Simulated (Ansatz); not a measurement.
Input

```
crystal:
  lattice:
    - [-2.6800953926, 2.6800953926, 1.722334696]
    - [2.6800953926, -2.6800953926, 1.722334696]
    - [2.6800953926, 2.6800953926, -1.722334696]
  atoms:
    - { symbol: Zr, position: [0.0, 0.0, 0.0] }
    - { symbol: C, position: [0.4233453674, 0.8895822309, 0.3129275984] }
    - { symbol: C, position: [0.1104177691, 0.4233453674, 0.5337631365] }
    - { symbol: C, position: [0.8895822309, 0.5766546326, 0.4662368635] }
    - { symbol: C, position: [0.5766546326, 0.1104177691, 0.6870724016] }
basis:
  ecutwfc: 420
kpoints:
  mp_grid: { grid: [14, 14, 14] }
hamiltonian:
  xc: pbe
scf:
  occupations: { method: gaussian, width: 0.1 }
output:
  forces: true
  stress: true
  eigenvalues: true
  write_density: true
  write_potential: true
  elf: true
  volumetric_format: npy
relax:
  adjacent_minimum: "off"
  f_tol: 0.01
  max_steps: 80
  cell: { stress_tol: 0.05 }
```

Command:

```sh
ansatz run input.yaml --threads 1 --pin off --max-ram 2560MiB --backend cpu --events-out ev --progress --plain --runs-dir out
```

Below, planes, directions and counts refer to the conventional cell (a = 5.39 Å, b = 5.39 Å, c = 3.37 Å, α = 90.00°, β = 90.00°, γ = 90.00°).

The fields are those of the run's last geometry, not of the input's.

Space group I4/m; a structure generated by program, which may or may not match a known phase.

All numbers below come from Ansatz, DFT PBE, scalar-relativistic, plane waves, PAW.

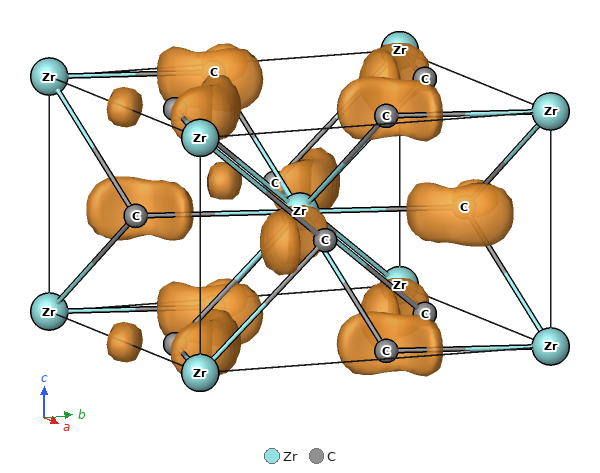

ZrC4. Isosurface of the ELF at 0.85 (orange), seen slightly off an axis. Core shells and regions of very low density are left out. Sticks mark near contacts.

In a PAW calculation such maps are meaningful between the atoms, not at the nuclei.

Where are the electrons localised?

Answer. The ELF exceeds this value in four regions between bonded C–C atoms and eight regions wrapped around C (the valence shell of each), counted in one cell of 10 atoms. Regions shared between cells count once. Profiles from the grid: C–C (1.46 Å): the ELF peaks at about 0.90 between the atoms. Zr–C (2.35 Å): the ELF peaks at about 0.90 in the valence shell of C, 0.7 Å from its nucleus, and is about 0.30 at the midpoint (no shared electron pair shows on this line).
